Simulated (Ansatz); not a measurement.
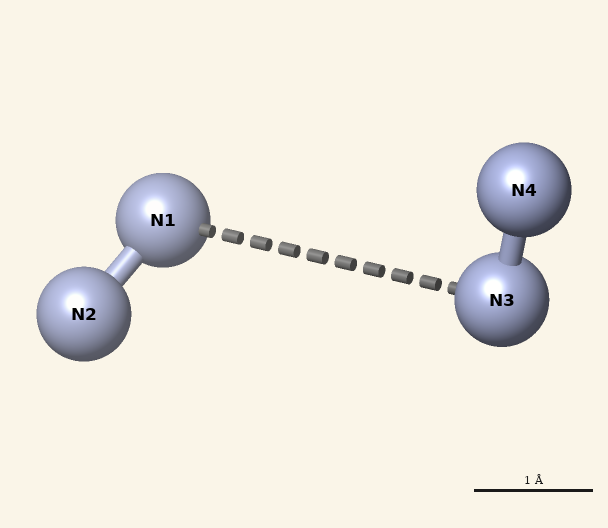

Two molecules or ions; the broken line marks their closest contact (measured against van der Waals radii). Computed geometry: PBE0-D4/def2-TZVP optimisation. No frequency run is at hand to confirm it as a minimum. Program: Ansatz 0.2.0.

Which two species are they?

Answer. N2 and N2 (`N#N.N#N`).

How long is the contact?

Answer. N1···N3 is 3.47 Å.

Give the counterpoise-corrected interaction energy (kJ/mol, monomers kept as in the pair) with CCSD(T)/CBS (MP2 limit from def2-TZVPPD and def2-QZVPPD plus CCSD(T) − MP2).

| level | interaction energy (kJ/mol) |
| --- | --- |
| CCSD(T)/CBS (MP2 limit from def2-TZVPPD and def2-QZVPPD plus CCSD(T) − MP2) | −1.0 |
